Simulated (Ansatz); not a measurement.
## Exact exchange and the electronic atomisation energy of HOF

The species is HOF (3 atoms), meant as a singlet with charge 0. As SMILES, `OF`. Geometry: relaxed at PBE0-D4/def2-TZVP.

The electronic atomisation energy y, in eV, basis aug-cc-pVTZ; a is the functional's share of exact exchange. Programs: Ansatz 0.2.0.

| functional | program | a | y (eV) |
| --- | --- | --- | --- |
| r2SCAN | Ansatz | 0 | 6.87 |
| BLYP | Ansatz | 0 | 7.21 |
| B3LYP | Ansatz | 0.2 | 6.81 |
| PBE0 | Ansatz | 0.25 | ? |
| r2SCAN0 | Ansatz | 0.25 | 6.26 |
| BHLYP | Ansatz | 0.5 | 5.84 |

Problem. Fit y = c + s·a to the known rows and predict PBE0.

Solution. 
1. Means of the 5 rows: a = 0.1900, y = 6.598.
2. Σ(Δa)² = 0.172, Σ(Δa·Δy) = -0.4211, so the slope is -0.4211/0.172 = -2.4483.
3. Intercept: 6.598 − (-2.4483) × 0.1900 = 7.063. The largest residual of the fit is 0.24.
4. PBE0: 7.063 + (-2.4483) × 0.25 = 6.45 eV.

The run gave 6.69 eV, so the prediction is off by -0.24 eV, about the largest residual. The rows mix families of semi-local functionals, which the line can't see.

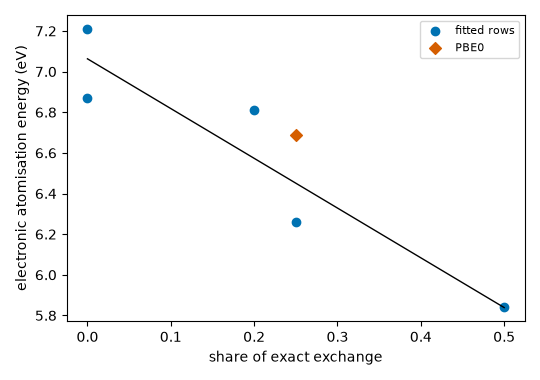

The fitted line, with the withheld row.
